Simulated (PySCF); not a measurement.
# BH₆PSi: electronic excitations at several levels of theory, part 1 of 2

Aim: compute the electronic excitations of BH₆PSi (`BP[SiH3]`) at several levels, and see how far they spread and what each costs.

The runs use PySCF 2.14.0, with density-fitted response routines of our own; the level of theory stands in each step. All values are computed, except where a source is named. Atoms are numbered from 0 throughout.

## 1. Starting geometry

9 atoms, charge 0, multiplicity 1; geometry from: PBE0-D3(BJ)/def2-SVP.

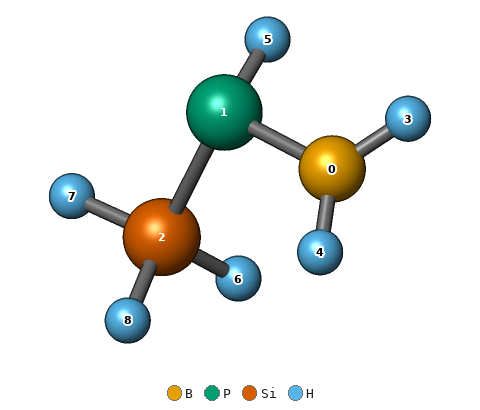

The starting geometry (boron amber, phosphorus teal, silicon orange, hydrogen blue), atoms numbered.

## 2. TDDFT and polarisability: wB97X-D/def2-SVPD

Job settings and geometry (Å):

```
{"job": {"kind": "uv", "xc": "wB97X-D", "basis": "def2-SVPD", "ip": true}, "charge": 0, "multiplicity": 1}
B     -1.765404    -0.384509    -0.240524
P     -0.479977     0.065254     1.013667
Si     1.410772     0.496222    -0.111458
H     -2.570566    -1.250439    -0.001282
H     -1.865248     0.298829    -1.230726
H     -0.202174    -1.108859     1.761794
H      1.915761    -0.667767    -0.899490
H      2.465890     0.914724     0.857679
H      1.086985     1.625987    -1.029909
```

With the program's defaults for keys left out, this is: TDDFT wB97X-D/def2-SVPD, vertical, gas phase, core orbitals frozen in the response.

On the command line:

```bash
> OMP_NUM_THREADS=1 python probes_run.py task.json out
```

One launch serves the whole session: the jobs run in the order shown.

The program printed:

```text
coarse grid: 8056 points
cycle   1  E = -658.9600915835  dE = -1.648e-01  |g| = 1.681e-01  |ddm| = 2.904e+00
cycle   2  E = -658.9718281137  dE = -1.174e-02  |g| = 6.888e-02  |ddm| = 4.791e-01
cycle   3  E = -658.9735571156  dE = -1.729e-03  |g| = 2.033e-02  |ddm| = 1.901e-01
cycle   4  E = -658.9737563687  dE = -1.993e-04  |g| = 3.867e-03  |ddm| = 7.081e-02
cycle   5  E = -658.9737648612  dE = -8.492e-06  |g| = 1.262e-03  |ddm| = 1.415e-02
final grid: 67296 points
cycle   6  E = -659.0543720322  dE = -4.050e-05  |g| = 3.248e-03  |ddm| = 6.275e-02
cycle   7  E = -659.0543747566  dE = -2.724e-06  |g| = 1.912e-03  |ddm| = 1.177e-02
cycle   8  E = -659.0543760390  dE = -1.282e-06  |g| = 3.022e-04  |ddm| = 4.111e-03
cycle   9  E = -659.0543760948  dE = -5.582e-08  |g| = 1.002e-04  |ddm| = 1.307e-03
cycle  10  E = -659.0543761006  dE = -5.825e-09  |g| = 2.543e-05  |ddm| = 3.759e-04
cycle  11  E = -659.0543761013  dE = -6.925e-10  |g| = 7.606e-06  |ddm| = 1.458e-04
converged SCF energy = -659.0543761013

Static polarisability (au): isotropic 73.611, principal 60.093 70.314 90.426

Singlet excitations
state   eV       nm        f      main configurations
  1   4.8737    254.4   0.09226   H->L 0.91
  2   5.8644    211.4   0.05080   H-1->L 0.87
  3   6.2313    199.0   0.01632   H-2->L 0.79, H-3->L 0.14
  4   6.4679    191.7   0.02207   H->L+1 0.62, H->L+3 0.24
  5   6.7656    183.3   0.08843   H->L+2 0.60, H->L+3 0.15, H->L+1 0.11
  6   7.0240    176.5   0.03435   H->L+3 0.50, H->L+2 0.21, H->L+1 0.15
  7   7.5335    164.6   0.00425   H-3->L 0.45, H-5->L 0.22, H-2->L 0.11
  8   7.6165    162.8   0.06347   H->L+4 0.41, H->L+5 0.26, H-3->L 0.10
  9   7.9421    156.1   0.02034   H->L+5 0.46, H->L+4 0.22, H->L+7 0.12
 10   8.0840    153.4   0.06240   H-4->L 0.49, H->L+6 0.27

Triplet excitations (Tamm-Dancoff, eV): 3.6472 5.2966 5.6713 5.9483
Vertical ionisation energy (delta-SCF) = 9.4269 eV
```

Run time: 12 s. Hardware: 1 thread of Arm Neoverse V2, shared host; peak memory 0.53 GiB.

The orbitals next to the gap, with their largest atomic shares:

| orbital | eV | atoms |
| --- | --- | --- |
| HOMO−3 | -11.96 | Si2 31 %, H8 26 %, B0 14 % |
| HOMO−2 | -11.51 | B0 28 %, P1 23 %, H4 17 % |
| HOMO−1 | -10.76 | P1 32 %, Si2 22 %, B0 20 % |
| HOMO | -9.17 | P1 59 %, B0 17 %, Si2 10 % |
| LUMO | 0.03 | B0 46 %, P1 24 %, Si2 9 % |
| LUMO+1 | 1.82 | B0 34 %, Si2 22 %, P1 15 % |
| LUMO+2 | 1.94 | Si2 42 %, P1 21 %, H6 11 % |

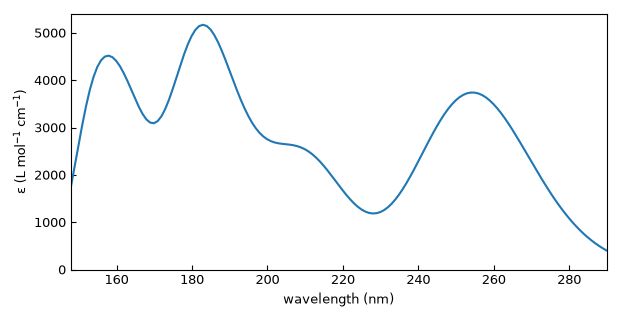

Absorption spectrum: each of the 10 states is a Gaussian band of 0.4 eV half-width at 1/e. Beyond the last state computed it falls off for lack of states.

Ground-state properties from the same run:

| property | computed |
| --- | --- |
| dipole moment (D) | 0.92 |
| polarisability (Å³) | 10.91 |
| HOMO–LUMO gap (eV) | 9.19 |
| −ε(HOMO) (eV) | 9.17 |

## 3. TDDFT and polarisability: LC-wPBE/def2-SVPD

Settings changed since step 2:

```diff
@@ -1,2 +1,2 @@
-{"job": {"kind": "uv", "xc": "wB97X-D", "basis": "def2-SVPD", "ip": true}, "charge": 0, "multiplicity": 1}
+{"job": {"kind": "uv", "xc": "LC-wPBE", "basis": "def2-SVPD", "ip": true}, "charge": 0, "multiplicity": 1}
 B     -1.765404    -0.384509    -0.240524
```

Method: TDDFT LC-wPBE/def2-SVPD, vertical, gas phase, core orbitals frozen in the response.

The program printed:

```text
coarse grid: 8056 points
cycle   1  E = -658.7222898756  dE = -1.573e-01  |g| = 2.000e-01  |ddm| = 2.922e+00
cycle   2  E = -658.7414241372  dE = -1.913e-02  |g| = 6.434e-02  |ddm| = 4.396e-01
cycle   3  E = -658.7432658973  dE = -1.842e-03  |g| = 2.211e-02  |ddm| = 2.101e-01
cycle   4  E = -658.7435281074  dE = -2.622e-04  |g| = 4.100e-03  |ddm| = 7.889e-02
cycle   5  E = -658.7435412686  dE = -1.316e-05  |g| = 1.440e-03  |ddm| = 1.662e-02
cycle   6  E = -658.7435431191  dE = -1.850e-06  |g| = 4.706e-04  |ddm| = 5.260e-03
final grid: 67296 points
cycle   7  E = -658.8466609511  dE = -1.741e-05  |g| = 2.458e-03  |ddm| = 4.928e-02
cycle   8  E = -658.8466623299  dE = -1.379e-06  |g| = 1.310e-03  |ddm| = 5.397e-03
cycle   9  E = -658.8466628667  dE = -5.368e-07  |g| = 1.498e-04  |ddm| = 2.547e-03
cycle  10  E = -658.8466628857  dE = -1.903e-08  |g| = 5.414e-05  |ddm| = 5.326e-04
cycle  11  E = -658.8466628881  dE = -2.358e-09  |g| = 1.409e-05  |ddm| = 1.732e-04
cycle  12  E = -658.8466628883  dE = -2.518e-10  |g| = 5.247e-06  |ddm| = 5.814e-05
converged SCF energy = -658.8466628883

Static polarisability (au): isotropic 71.886, principal 59.023 68.847 87.788

Singlet excitations
state   eV       nm        f      main configurations
  1   4.9918    248.4   0.08720   H->L 0.86
  2   5.9671    207.8   0.05186   H-1->L 0.78
  3   6.2639    197.9   0.02555   H-2->L 0.69, H-3->L 0.18
  4   6.6771    185.7   0.01641   H->L+4 0.48, H->L+1 0.32
  5   7.0073    176.9   0.09597   H->L+2 0.60, H->L+3 0.08
  6   7.4176    167.1   0.04750   H->L+3 0.45, H->L+1 0.27, H->L+2 0.08
  7   7.9293    156.4   0.00442   H-5->L 0.32, H-3->L 0.21, H-2->L 0.10
  8   8.0575    153.9   0.09300   H->L+5 0.26, H->L+4 0.22, H->L+6 0.09
  9   8.2971    149.4   0.01165   H->L+5 0.28, H->L+8 0.15, H->L+1 0.13
 10   8.5286    145.4   0.11459   H-1->L+4 0.28, H-1->L+1 0.10, H-4->L 0.09

Triplet excitations (Tamm-Dancoff, eV): 3.5937 5.2131 5.4890 5.8816
Vertical ionisation energy (delta-SCF) = 9.4263 eV
```

Run time: 16 s. Hardware: 1 thread of Arm Neoverse V2, shared host; peak memory 0.52 GiB.

In short: HOMO -9.92 eV, LUMO 0.38 eV; lowest singlet 4.99 eV.

## 4. Ultraviolet spectrum: PBE0/6-31G*

Settings changed since step 3:

```diff
@@ -1,2 +1,2 @@
-{"job": {"kind": "uv", "xc": "LC-wPBE", "basis": "def2-SVPD", "ip": true}, "charge": 0, "multiplicity": 1}
+{"job": {"kind": "uv", "xc": "PBE0", "basis": "6-31G*"}, "charge": 0, "multiplicity": 1}
 B     -1.765404    -0.384509    -0.240524
```

Method: TDDFT PBE0/6-31G*, vertical, gas phase, core orbitals frozen in the response.

The program printed:

```text
coarse grid: 8056 points
cycle   1  E = -658.9702544702  dE = -1.411e-01  |g| = 1.578e-01  |ddm| = 2.453e+00
cycle   2  E = -658.9719799049  dE = -1.725e-03  |g| = 1.485e-01  |ddm| = 4.739e-01
cycle   3  E = -658.9808989691  dE = -8.919e-03  |g| = 2.090e-02  |ddm| = 2.551e-01
cycle   4  E = -658.9810281718  dE = -1.292e-04  |g| = 1.076e-02  |ddm| = 3.930e-02
cycle   5  E = -658.9810721578  dE = -4.399e-05  |g| = 1.410e-03  |ddm| = 1.737e-02
cycle   6  E = -658.9810730571  dE = -8.992e-07  |g| = 2.370e-04  |ddm| = 2.662e-03
final grid: 67296 points
cycle   7  E = -658.9431928778  dE = -6.652e-06  |g| = 3.289e-03  |ddm| = 1.336e-02
cycle   8  E = -658.9431907675  dE =  2.110e-06  |g| = 4.033e-03  |ddm| = 8.963e-03
cycle   9  E = -658.9431969482  dE = -6.181e-06  |g| = 2.570e-04  |ddm| = 5.489e-03
cycle  10  E = -658.9431969769  dE = -2.865e-08  |g| = 5.651e-05  |ddm| = 5.363e-04
cycle  11  E = -658.9431969780  dE = -1.116e-09  |g| = 2.018e-05  |ddm| = 9.760e-05
cycle  12  E = -658.9431969781  dE = -1.667e-10  |g| = 3.403e-06  |ddm| = 3.752e-05
converged SCF energy = -658.9431969781

Static polarisability (au): isotropic 61.327, principal 45.195 60.057 78.729

Singlet excitations
state   eV       nm        f      main configurations
  1   4.9254    251.7   0.08793   H->L 0.91
  2   5.8826    210.8   0.05517   H-1->L 0.89
  3   6.2657    197.9   0.01372   H-2->L 0.89
  4   6.6117    187.5   0.05895   H->L+1 0.92
  5   6.7994    182.3   0.02746   H->L+2 0.92
  6   7.2706    170.5   0.00427   H-3->L 0.85
  7   7.6233    162.6   0.00579   H-4->L 0.81, H->L+3 0.12
  8   7.6350    162.4   0.05177   H->L+3 0.72, H-4->L 0.15
  9   7.9866    155.2   0.00784   H->L+4 0.76, H-5->L 0.15
 10   8.0908    153.2   0.00896   H-5->L 0.72, H->L+4 0.13

Triplet excitations (Tamm-Dancoff, eV): 3.4970 5.1933 5.5680 5.8972
```

It took 2.6 s on 1 thread of Arm Neoverse V2, shared host; peak memory 0.36 GiB.

In short: HOMO -7.29 eV, LUMO -1.51 eV; lowest singlet 4.93 eV.

## 5. TDDFT and polarisability: PBE0/def2-SVP

Settings changed since step 4:

```diff
@@ -1,2 +1,2 @@
-{"job": {"kind": "uv", "xc": "PBE0", "basis": "6-31G*"}, "charge": 0, "multiplicity": 1}
+{"job": {"kind": "uv", "xc": "PBE0", "basis": "def2-SVP"}, "charge": 0, "multiplicity": 1}
 B     -1.765404    -0.384509    -0.240524
```

Method: TDDFT PBE0/def2-SVP, vertical, gas phase, core orbitals frozen in the response.

The program printed:

```text
coarse grid: 8056 points
cycle   1  E = -658.6786970765  dE = -1.584e-01  |g| = 1.537e-01  |ddm| = 2.650e+00
cycle   2  E = -658.6800465435  dE = -1.349e-03  |g| = 1.429e-01  |ddm| = 4.424e-01
cycle   3  E = -658.6882758820  dE = -8.229e-03  |g| = 2.555e-02  |ddm| = 2.302e-01
cycle   4  E = -658.6884964693  dE = -2.206e-04  |g| = 1.082e-02  |ddm| = 4.468e-02
cycle   5  E = -658.6885382491  dE = -4.178e-05  |g| = 1.506e-03  |ddm| = 1.760e-02
cycle   6  E = -658.6885392650  dE = -1.016e-06  |g| = 2.768e-04  |ddm| = 2.923e-03
final grid: 67296 points
cycle   7  E = -658.7657589939  dE = -1.011e-05  |g| = 2.774e-03  |ddm| = 1.784e-02
cycle   8  E = -658.7657575934  dE =  1.400e-06  |g| = 3.331e-03  |ddm| = 7.577e-03
cycle   9  E = -658.7657617469  dE = -4.153e-06  |g| = 2.877e-04  |ddm| = 4.659e-03
cycle  10  E = -658.7657617844  dE = -3.745e-08  |g| = 5.355e-05  |ddm| = 5.112e-04
cycle  11  E = -658.7657617854  dE = -1.005e-09  |g| = 2.057e-05  |ddm| = 9.266e-05
cycle  12  E = -658.7657617855  dE = -1.684e-10  |g| = 4.042e-06  |ddm| = 3.936e-05
converged SCF energy = -658.7657617855

Static polarisability (au): isotropic 64.363, principal 48.825 61.807 82.456

Singlet excitations
state   eV       nm        f      main configurations
  1   4.8133    257.6   0.08635   H->L 0.92
  2   5.7504    215.6   0.05372   H-1->L 0.89
  3   6.1372    202.0   0.02162   H-2->L 0.88
  4   6.6320    186.9   0.00813   H->L+1 0.97
  5   6.8874    180.0   0.04065   H->L+2 0.90
  6   7.0790    175.1   0.00308   H-3->L 0.84
  7   7.4284    166.9   0.01728   H-4->L 0.96
  8   7.4944    165.4   0.07095   H->L+3 0.88
  9   7.7347    160.3   0.00700   H->L+4 0.83, H-5->L 0.08
 10   7.9097    156.7   0.02669   H-5->L 0.80

Triplet excitations (Tamm-Dancoff, eV): 3.3991 5.0648 5.4326 5.9806
```

It took 3.3 s on 1 thread of Arm Neoverse V2, shared host; peak memory 0.4 GiB.

This run: HOMO -7.38 eV, LUMO -1.72 eV; lowest singlet 4.81 eV.

## 6. Ultraviolet spectrum: PBE0/def2-TZVP

Settings changed since step 5:

```diff
@@ -1,2 +1,2 @@
-{"job": {"kind": "uv", "xc": "PBE0", "basis": "def2-SVP"}, "charge": 0, "multiplicity": 1}
+{"job": {"kind": "uv", "xc": "PBE0", "basis": "def2-TZVP"}, "charge": 0, "multiplicity": 1}
 B     -1.765404    -0.384509    -0.240524
```

Level: TDDFT PBE0/def2-TZVP, vertical, gas phase, core orbitals frozen in the response.

The program printed:

```text
coarse grid: 8056 points
cycle   1  E = -659.0032971058  dE = -1.491e-01  |g| = 1.977e-01  |ddm| = 2.046e+00
cycle   2  E = -659.0034586277  dE = -1.615e-04  |g| = 1.784e-01  |ddm| = 3.346e-01
cycle   3  E = -659.0142320444  dE = -1.077e-02  |g| = 4.136e-02  |ddm| = 1.951e-01
cycle   4  E = -659.0148168469  dE = -5.848e-04  |g| = 1.238e-02  |ddm| = 4.111e-02
cycle   5  E = -659.0148621986  dE = -4.535e-05  |g| = 3.434e-03  |ddm| = 1.427e-02
cycle   6  E = -659.0148654345  dE = -3.236e-06  |g| = 4.982e-04  |ddm| = 3.371e-03
final grid: 67296 points
cycle   7  E = -659.0131432917  dE = -1.550e-05  |g| = 4.063e-03  |ddm| = 1.960e-02
cycle   8  E = -659.0131410779  dE =  2.214e-06  |g| = 4.469e-03  |ddm| = 6.552e-03
cycle   9  E = -659.0131469951  dE = -5.917e-06  |g| = 6.271e-04  |ddm| = 4.163e-03
cycle  10  E = -659.0131471495  dE = -1.544e-07  |g| = 8.827e-05  |ddm| = 6.158e-04
cycle  11  E = -659.0131471518  dE = -2.323e-09  |g| = 3.156e-05  |ddm| = 9.490e-05
cycle  12  E = -659.0131471522  dE = -3.423e-10  |g| = 6.490e-06  |ddm| = 3.683e-05
converged SCF energy = -659.0131471522

Static polarisability (au): isotropic 71.481, principal 56.830 68.250 89.363

Singlet excitations
state   eV       nm        f      main configurations
  1   4.7002    263.8   0.08186   H->L 0.92
  2   5.6323    220.1   0.05031   H-1->L 0.91
  3   6.0664    204.4   0.01408   H-2->L 0.88
  4   6.3150    196.3   0.01742   H->L+1 0.67, H->L+2 0.30
  5   6.5591    189.0   0.06841   H->L+2 0.60, H->L+1 0.31
  6   6.9235    179.1   0.03990   H->L+3 0.92
  7   6.9645    178.0   0.00188   H-3->L 0.83
  8   7.2991    169.9   0.02631   H-4->L 0.94
  9   7.3399    168.9   0.03862   H->L+4 0.84
 10   7.7571    159.8   0.01271   H-5->L 0.80

Triplet excitations (Tamm-Dancoff, eV): 3.3277 4.9610 5.3753 5.6515
```

Run time: 6.8 s. Hardware: 1 thread of Arm Neoverse V2, shared host; peak memory 0.57 GiB.

In short: HOMO -7.41 eV, LUMO -1.82 eV; lowest singlet 4.70 eV.

(Continued in part 2 of 2.)
